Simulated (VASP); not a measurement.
Band structure of GaAs (zinc blende). Calculation: modified Becke-Johnson potential (mBJ) with spin-orbit coupling, VASP's PBE PAW potentials (set 64) (plane waves; VASP).

mBJ is a potential without an energy functional, so only the levels count.

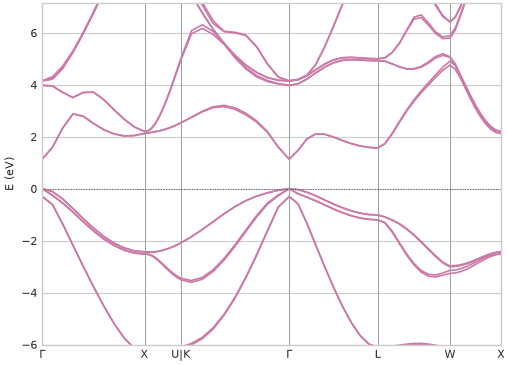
Figure. Bands along high-symmetry lines, zero at the valence-band maximum or, without a gap, the Fermi level

**Question.** Read the plot: is there a gap, and where are the band edges?

**Answer.** The gap is direct, 1.14 eV, from the valence maximum at Γ to the conduction minimum at Γ.

Measured: gap 1.57 eV (computed value off by -0.43 eV), as given by Wei Chen et al., Physical Review Materials (2018), doi:10.1103/physrevmaterials.2.073803 [zero-point renormalisation of 0.05 eV added back (the table's ZPR column)].

The compound is GaAs in the zinc blende structure. It was relaxed first, which changed the volume by +5 %. The cell's shape comes from a PBE relaxation.
